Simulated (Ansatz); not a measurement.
Geometry relaxation, with input and output: BSiH₄Cl₃O (part 2 of 3)

BSiH₄Cl₃O; RKS PBE0-D4/def2-TZVP (Ansatz 0.2.0). The geometry is a transition state displaced along its imaginary mode. The reaction was set up to form B1–O6 and Cl2–H5 and to break B1–Cl2 and H5–O6 (atoms counted from 1 in the order of the input); sticks are drawn by distance alone.

Geometry of the input (Å):
```
B  -1.2078  0.2739  0.0421
Cl -1.5699  -1.9510  0.9650
Cl -1.5923  0.0810  -1.6759
Cl -2.2855  1.2726  1.0316
H  -0.5568  -1.3617  0.9792
O  0.0731  0.0620  0.4769
Si 1.4927  0.3412  -0.3073
H  2.5564  0.1970  0.7127
H  1.6987  -0.6376  -1.4045
H  1.3916  1.7226  -0.8198
```

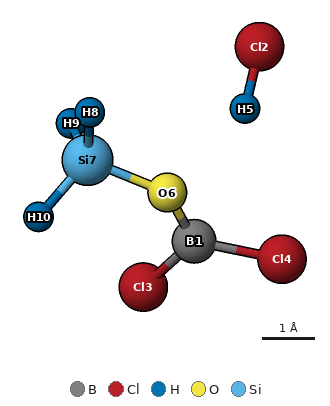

The geometry at step 14 of the log (ball-and-stick view, seen at a tilt; atoms are numbered from 1 in the order of the input).

Trajectory as extended XYZ, continued
```
10
Properties=species:S:1:pos:R:3:forces:R:3 step=3 energy=-48222.60275
B    -1.1786    0.5007   -0.0408    0.1711  -0.2538   0.1873
Cl   -1.6659   -2.2763    1.0548    0.1647  -0.1546   0.1391
Cl   -1.6395    0.1352   -1.6955    0.0486   0.2009   0.0108
Cl   -2.3303    1.2518    1.0409    0.1247   0.0236  -0.1275
H    -0.6223   -1.5164    1.1527   -0.2399  -0.2725   0.0529
O     0.0624    0.1721    0.4157   -0.3947   0.4697  -0.1779
Si    1.5384    0.3795   -0.3359    0.0872   0.0578  -0.1030
H     2.5679    0.2212    0.7139   -0.0289  -0.0224   0.0086
H     1.7207   -0.6213   -1.4120   -0.0042  -0.0187   0.0245
H     1.5473    1.7534   -0.8938    0.0715  -0.0300  -0.0147
10
Properties=species:S:1:pos:R:3:forces:R:3 step=4 energy=-48222.65718
B    -1.1909    0.5029   -0.0443    0.4696   0.3671  -0.0663
Cl   -1.6349   -2.4557    1.1353    0.5134   0.3944   0.0570
Cl   -1.6021    0.2386   -1.7302   -0.0504  -0.0582   0.0192
Cl   -2.3192    1.3185    1.0042   -0.1096  -0.1446   0.0599
H    -0.6676   -1.5760    1.1913   -0.4925  -0.5421   0.0362
O     0.0534    0.2161    0.4123   -0.3250   0.0391  -0.1104
Si    1.5334    0.3943   -0.3502   -0.0126  -0.0339   0.0281
H     2.5544    0.2261    0.7069   -0.0213  -0.0050   0.0001
H     1.7066   -0.6272   -1.4080   -0.0228  -0.0001   0.0073
H     1.5669    1.7622   -0.9173    0.0511  -0.0167  -0.0311
10
Properties=species:S:1:pos:R:3:forces:R:3 step=5 energy=-48222.69724
B    -1.1916    0.6010   -0.0895    0.2288  -0.1990   0.2179
Cl   -1.5643   -2.5709    1.1937    0.5279   0.5255   0.0453
Cl   -1.6198    0.3193   -1.7704    0.0348   0.1114   0.0759
Cl   -2.3644    1.3086    1.0024    0.1069  -0.0910  -0.1308
H    -0.6773   -1.6095    1.2517   -0.5094  -0.5726  -0.0026
O     0.0320    0.2520    0.3818   -0.3404   0.3001  -0.2140
Si    1.5322    0.3890   -0.3519   -0.0025  -0.0013  -0.0254
H     2.5344    0.1967    0.7188   -0.0409  -0.0033   0.0132
H     1.6963   -0.6385   -1.4049   -0.0316  -0.0137   0.0093
H     1.6225    1.7523   -0.9317    0.0263  -0.0562   0.0112
10
Properties=species:S:1:pos:R:3:forces:R:3 step=6 energy=-48222.74176
B    -1.2110    0.6385   -0.1128   -0.1297   0.0073  -0.0301
Cl   -1.4240   -2.6135    1.2653    0.1524   0.1484   0.0047
Cl   -1.5818    0.5060   -1.8295    0.0404   0.0555   0.0967
Cl   -2.4363    1.2333    0.9862    0.0563  -0.0818  -0.0691
H    -0.6417   -1.5877    1.2857   -0.1432  -0.1774   0.0328
O    -0.0037    0.2930    0.3623    0.0325   0.0921  -0.0169
Si    1.5090    0.3608   -0.3542    0.0310   0.0232  -0.0557
H     2.4829    0.1476    0.7380   -0.0292  -0.0101   0.0092
H     1.6459   -0.6877   -1.3901   -0.0355  -0.0177   0.0202
H     1.6607    1.7097   -0.9511    0.0250  -0.0397   0.0083
10
Properties=species:S:1:pos:R:3:forces:R:3 step=7 energy=-48222.77258
B    -1.2286    0.6844   -0.1424    0.0022  -0.0256   0.0081
Cl   -1.3263   -2.6565    1.2912    0.1145   0.1106   0.0137
Cl   -1.5348    0.6950   -1.8744   -0.0024   0.0422   0.0170
Cl   -2.5103    1.1176    0.9642    0.0011  -0.0401  -0.0378
H    -0.6172   -1.5887    1.4094   -0.1101  -0.1078   0.0031
O    -0.0230    0.3514    0.3411    0.0348   0.0543   0.0050
Si    1.4955    0.3459   -0.3678   -0.0384   0.0179  -0.0153
H     2.4428    0.1132    0.7440   -0.0082  -0.0055  -0.0100
H     1.5872   -0.7356   -1.3743   -0.0166  -0.0030   0.0103
H     1.7148    1.6732   -0.9911    0.0232  -0.0432   0.0059
10
Properties=species:S:1:pos:R:3:forces:R:3 step=8 energy=-48222.77424
B    -1.2388    0.7259   -0.1612   -0.1265   0.0084  -0.0550
Cl   -1.1419   -2.7261    1.3023    0.3749   0.9759   0.1707
Cl   -1.4880    0.8779   -1.9066   -0.0359   0.0285   0.2794
Cl   -2.5819    0.9809    0.9508    0.2413  -0.0581  -0.2755
H    -0.7064   -1.4999    1.5155   -0.3557  -0.9601  -0.1610
O    -0.0337    0.4100    0.3272   -0.0567   0.0293   0.0311
Si    1.4845    0.3239   -0.3809   -0.0340  -0.0143  -0.0003
H     2.4118    0.0724    0.7438    0.0026  -0.0007  -0.0228
H     1.5214   -0.7892   -1.3585   -0.0154   0.0383   0.0252
H     1.7730    1.6241   -1.0325    0.0054  -0.0472   0.0083
10
Properties=species:S:1:pos:R:3:forces:R:3 step=9 energy=-48222.81219
B    -1.2622    0.7612   -0.1852    0.0289  -0.0056   0.0177
Cl   -0.9502   -2.6861    1.3372    0.0255  -0.0388   0.0031
Cl   -1.4602    1.0759   -1.9024    0.0003   0.0193  -0.0328
Cl   -2.6547    0.8466    0.8686   -0.0269   0.0117   0.0061
H    -0.6832   -1.4501    1.5444   -0.0151   0.0387   0.0102
O    -0.0685    0.4507    0.3327    0.1363  -0.0417  -0.0210
Si    1.4506    0.2853   -0.3661   -0.0549   0.0165  -0.0225
H     2.3832    0.0020    0.7452   -0.0495  -0.0037   0.0389
H     1.4284   -0.8342   -1.3310   -0.0274  -0.0296  -0.0083
H     1.8169    1.5485   -1.0436   -0.0173   0.0332   0.0086
10
Properties=species:S:1:pos:R:3:forces:R:3 step=10 energy=-48222.81705
B    -1.2650    0.7760   -0.2020    0.1273   0.0165   0.0090
Cl   -0.8057   -2.7028    1.3733    0.0083  -0.1134  -0.0062
Cl   -1.4533    1.1309   -1.9144   -0.0023   0.0020   0.0047
Cl   -2.6574    0.8793    0.8516   -0.0009  -0.0221   0.0056
H    -0.7185   -1.4397    1.5533    0.0029   0.1159   0.0190
O    -0.0755    0.4321    0.3084   -0.3887   0.0514   0.0528
Si    1.4368    0.2662   -0.3748    0.1444  -0.0603   0.0293
H     2.3218   -0.0433    0.7694    0.0419  -0.0015  -0.0549
H     1.4052   -0.8451   -1.3501    0.0314   0.0095  -0.0306
H     1.8115    1.5463   -1.0149    0.0357   0.0019  -0.0288
10
Properties=species:S:1:pos:R:3:forces:R:3 step=11 energy=-48222.81826
B    -1.2697    0.8074   -0.2025   -0.0035  -0.2246  -0.0544
Cl   -0.7569   -2.6948    1.4093    0.0113  -0.1279  -0.0014
Cl   -1.4460    1.1625   -1.9159    0.0218   0.0793   0.0145
Cl   -2.6807    0.8568    0.8294    0.0025   0.0601   0.0263
H    -0.6864   -1.4226    1.5186   -0.0036   0.1331   0.0152
O    -0.0925    0.4335    0.3121   -0.2060   0.1068   0.0656
Si    1.4232    0.2521   -0.3673    0.1229  -0.0237  -0.0107
H     2.3087   -0.0741    0.7709    0.0210  -0.0057  -0.0270
H     1.3833   -0.8507   -1.3524    0.0132   0.0067  -0.0151
H     1.8171    1.5299   -1.0022    0.0205  -0.0041  -0.0131
10
Properties=species:S:1:pos:R:3:forces:R:3 step=12 energy=-48222.82344
B    -1.2957    0.8219   -0.2306   -0.0528   0.0014  -0.0845
Cl   -0.5898   -2.6945    1.5025   -0.0135   0.4911   0.0090
Cl   -1.4180    1.3130   -1.9224    0.0306  -0.0367   0.1847
Cl   -2.7327    0.8343    0.7719    0.0550   0.0133  -0.0510
H    -0.6559   -1.3965    1.5059    0.0162  -0.4756   0.0028
O    -0.1351    0.4209    0.3005   -0.1038   0.0072  -0.0243
Si    1.3915    0.2176   -0.3602    0.1208   0.0179  -0.0580
H     2.2657   -0.1454    0.7758   -0.0261  -0.0035  -0.0084
H     1.3420   -0.8650   -1.3680   -0.0073   0.0089   0.0080
H     1.8281    1.4938   -0.9756   -0.0192  -0.0240   0.0216
10
Properties=species:S:1:pos:R:3:forces:R:3 step=13 energy=-48222.82945
B    -1.2950    0.8100   -0.2349    0.0254  -0.0056  -0.0126
Cl   -0.5712   -2.6665    1.5193   -0.0126   0.1815   0.0172
Cl   -1.4101    1.3321   -1.9117    0.0114  -0.0048   0.0472
Cl   -2.7320    0.8152    0.7645    0.0084   0.0006  -0.0082
H    -0.6877   -1.3820    1.5256    0.0204  -0.1886  -0.0012
O    -0.1361    0.3970    0.2909   -0.1036   0.0289  -0.0258
Si    1.3943    0.2127   -0.3686    0.0689  -0.0064  -0.0106
H     2.2620   -0.1658    0.7669   -0.0099  -0.0001  -0.0148
H     1.3518   -0.8547   -1.3926    0.0003   0.0114  -0.0021
H     1.8242    1.5017   -0.9594   -0.0088  -0.0169   0.0109
10
Properties=species:S:1:pos:R:3:forces:R:3 step=14 energy=-48222.83360
B    -1.3018    0.8150   -0.2581    0.0098  -0.0156   0.0661
Cl   -0.5608   -2.6711    1.6455    0.0096   0.0075   0.0069
Cl   -1.3862    1.4219   -1.9047    0.0023   0.0087  -0.0174
Cl   -2.7531    0.7761    0.7198    0.0018   0.0044  -0.0172
H    -0.6528   -1.3952    1.5361   -0.0056   0.0099  -0.0043
O    -0.1533    0.3733    0.2672    0.0345  -0.0276  -0.0525
Si    1.3877    0.2061   -0.3828   -0.0290   0.0227   0.0077
H     2.2444   -0.2109    0.7472   -0.0161  -0.0020  -0.0071
H     1.3510   -0.8276   -1.4415   -0.0011   0.0120   0.0051
H     1.8250    1.5123   -0.9288   -0.0062  -0.0200   0.0127
10
Properties=species:S:1:pos:R:3:forces:R:3 step=15 energy=-48222.83293 accepted=F
B    -1.3129    0.8121   -0.2878   -0.0156   0.0027   0.0269
Cl   -0.4879   -2.6262    1.8214   -0.0490   0.4790  -0.1006
Cl   -1.3482    1.5657   -1.8832    0.0038  -0.0845   0.1732
Cl   -2.7889    0.6972    0.6519    0.0650   0.0319  -0.0944
H    -0.6299   -1.3649    1.5357    0.0523  -0.4595   0.0965
O    -0.1821    0.3145    0.2307    0.0322   0.0150  -0.1443
Si    1.3732    0.1810   -0.4020   -0.0313   0.0256   0.0001
H     2.2049   -0.3101    0.7197   -0.0367   0.0141  -0.0501
H     1.3465   -0.7884   -1.5253    0.0049   0.0576   0.0602
H     1.8253    1.5190   -0.8611   -0.0256  -0.0818   0.0325
10
Properties=species:S:1:pos:R:3:forces:R:3 step=16 energy=-48222.83570
B    -1.3045    0.8112   -0.2685    0.0553  -0.0292  -0.0481
Cl   -0.4977   -2.6410    1.7139   -0.0006  -0.0069   0.0144
Cl   -1.3719    1.4696   -1.8991    0.0025   0.0062   0.0251
Cl   -2.7634    0.7591    0.6937   -0.0080  -0.0006   0.0233
H    -0.6670   -1.3787    1.5518    0.0088   0.0085  -0.0097
O    -0.1625    0.3351    0.2410   -0.1798   0.0590   0.0044
Si    1.3803    0.1949   -0.3969    0.0538  -0.0612   0.0525
H     2.2056   -0.2689    0.7369    0.0434  -0.0018  -0.0233
H     1.3542   -0.8000   -1.4907    0.0139   0.0063  -0.0246
H     1.8270    1.5186   -0.8821    0.0105   0.0197  -0.0140
10
Properties=species:S:1:pos:R:3:forces:R:3 step=17 energy=-48222.83813
B    -1.3152    0.7959   -0.2877    0.0470   0.1289  -0.0009
Cl   -0.4890   -2.6216    1.8091   -0.0155   0.1368  -0.0189
Cl   -1.3547    1.5348   -1.8862   -0.0043  -0.0610   0.0530
Cl   -2.7798    0.7362    0.6660   -0.0050  -0.0356  -0.0174
H    -0.6341   -1.3696    1.5379    0.0209  -0.1286   0.0212
O    -0.1807    0.3018    0.2220   -0.0747  -0.0262  -0.0390
Si    1.3733    0.1837   -0.4023    0.0352  -0.0217  -0.0078
H     2.1966   -0.3111    0.7210    0.0018   0.0002  -0.0256
H     1.3623   -0.7737   -1.5323    0.0034   0.0186   0.0211
H     1.8215    1.5234   -0.8475   -0.0087  -0.0115   0.0141
10
Properties=species:S:1:pos:R:3:forces:R:3 step=18 energy=-48222.83474 accepted=F
B    -1.3174    0.8123   -0.2967   -0.0412  -0.1657  -0.1101
Cl   -0.4828   -2.5815    1.9515   -0.0369   0.4446  -0.1478
Cl   -1.3347    1.6076   -1.8723    0.0184  -0.0296   0.1871
Cl   -2.8060    0.6657    0.6139    0.0674   0.0720  -0.0373
H    -0.5991   -1.3572    1.5271    0.0359  -0.4227   0.1411
O    -0.1984    0.2638    0.1970    0.0391   0.0853  -0.0644
Si    1.3669    0.1698   -0.4166    0.0142   0.0283  -0.0673
H     2.1821   -0.3869    0.6876   -0.0502   0.0192  -0.0613
H     1.3651   -0.7278   -1.6021   -0.0083   0.0735   0.1164
H     1.8244    1.5341   -0.7895   -0.0383  -0.1049   0.0437
10
Properties=species:S:1:pos:R:3:forces:R:3 step=19 energy=-48222.84146
B    -1.3192    0.7990   -0.2942   -0.0053   0.0062  -0.0011
Cl   -0.4724   -2.5858    1.8718   -0.0003   0.0031   0.0105
Cl   -1.3432    1.5650   -1.8771   -0.0007  -0.0035   0.0123
Cl   -2.7937    0.7124    0.6417    0.0002  -0.0018  -0.0070
H    -0.6070   -1.3564    1.5214    0.0005  -0.0006  -0.0042
O    -0.1945    0.2755    0.2075    0.0004  -0.0013  -0.0056
Si    1.3663    0.1726   -0.4061    0.0112  -0.0012  -0.0190
H     2.1836   -0.3571    0.7044   -0.0027  -0.0043  -0.0022
H     1.3628   -0.7503   -1.5634    0.0008   0.0104   0.0079
H     1.8174    1.5250   -0.8061   -0.0041  -0.0070   0.0085
10
Properties=species:S:1:pos:R:3:forces:R:3 step=20 energy=-48222.84284
B    -1.3222    0.7934   -0.3036   -0.0015   0.0048   0.0143
Cl   -0.4623   -2.5613    1.9400   -0.0107   0.0842  -0.0218
Cl   -1.3334    1.5982   -1.8670   -0.0003  -0.0059   0.0115
Cl   -2.8009    0.6939    0.6242    0.0044  -0.0032  -0.0135
H    -0.5987   -1.3544    1.5097    0.0106  -0.0788   0.0282
O    -0.2023    0.2514    0.1911   -0.0018   0.0004  -0.0155
Si    1.3636    0.1666   -0.4141    0.0100   0.0038  -0.0153
H     2.1729   -0.3915    0.6887   -0.0058  -0.0006  -0.0087
H     1.3687   -0.7273   -1.5946    0.0023   0.0195   0.0128
H     1.8148    1.5309   -0.7745   -0.0071  -0.0242   0.0080
10
Properties=species:S:1:pos:R:3:forces:R:3 step=21 energy=-48222.84341
B    -1.3248    0.7863   -0.3152   -0.0067  -0.0451  -0.0074
Cl   -0.4561   -2.5182    2.0408   -0.0288   0.2569  -0.1127
Cl   -1.3195    1.6472   -1.8495    0.0061  -0.0078   0.0422
Cl   -2.8123    0.6557    0.5946    0.0190   0.0120  -0.0161
H    -0.5826   -1.3465    1.5025    0.0269  -0.2479   0.1172
O    -0.2123    0.2138    0.1647   -0.0227   0.0355  -0.0189
Si    1.3602    0.1573   -0.4277    0.0279   0.0104  -0.0224
H     2.1568   -0.4476    0.6608   -0.0109   0.0076  -0.0268
H     1.3780   -0.6861   -1.6462    0.0035   0.0319   0.0324
H     1.8126    1.5380   -0.7249   -0.0141  -0.0534   0.0124
10
Properties=species:S:1:pos:R:3:forces:R:3 step=22 energy=-48222.84503
B    -1.3250    0.7776   -0.3170   -0.0021   0.0091   0.0263
Cl   -0.4682   -2.5032    2.0574   -0.0113   0.1058  -0.0480
Cl   -1.3181    1.6568   -1.8393    0.0015  -0.0079   0.0042
Cl   -2.8112    0.6431    0.5932    0.0026  -0.0051  -0.0150
H    -0.5848   -1.3471    1.4964    0.0106  -0.1003   0.0571
O    -0.2109    0.2079    0.1615    0.0020  -0.0016  -0.0212
Si    1.3620    0.1569   -0.4306    0.0195   0.0115  -0.0198
H     2.1613   -0.4514    0.6532   -0.0118   0.0015  -0.0148
H     1.3825   -0.6789   -1.6532   -0.0005   0.0186   0.0199
H     1.8124    1.5383   -0.7218   -0.0104  -0.0316   0.0115
10
Properties=species:S:1:pos:R:3:forces:R:3 step=23 energy=-48222.84655
B    -1.3230    0.7686   -0.3235   -0.0051   0.0035  -0.0067
Cl   -0.4839   -2.4814    2.1068    0.0005   0.0123  -0.0013
Cl   -1.3127    1.6721   -1.8315   -0.0038   0.0050  -0.0039
Cl   -2.8135    0.6094    0.5746   -0.0020  -0.0014  -0.0019
H    -0.5882   -1.3391    1.5244    0.0009  -0.0057   0.0047
O    -0.2081    0.1961    0.1474    0.0132  -0.0178   0.0161
Si    1.3657    0.1573   -0.4426   -0.0151   0.0032  -0.0060
H     2.1605   -0.4868    0.6221   -0.0003  -0.0064   0.0025
H     1.3846   -0.6404   -1.6888    0.0039   0.0049  -0.0038
H     1.8187    1.5441   -0.6890    0.0078   0.0026   0.0004
10
Properties=species:S:1:pos:R:3:forces:R:3 step=24 energy=-48222.84724
B    -1.3253    0.7354   -0.3506   -0.0111   0.1104  -0.0562
Cl   -0.4898   -2.4036    2.2530   -0.0046   0.0855  -0.0420
Cl   -1.2934    1.7333   -1.8046   -0.0234  -0.0751   0.0850
Cl   -2.8275    0.5262    0.5203    0.0413  -0.0039  -0.0410
H    -0.5917   -1.3068    1.5836    0.0104  -0.0804   0.0337
O    -0.2123    0.1464    0.1023   -0.0008  -0.0374   0.0210
Si    1.3681    0.1490   -0.4720    0.0330  -0.0045  -0.0378
H     2.1441   -0.6003    0.5431   -0.0368   0.0438  -0.0626
H     1.3953   -0.5348   -1.7908    0.0086   0.0592   0.0950
H     1.8326    1.5552   -0.5843   -0.0166  -0.0976   0.0049
```
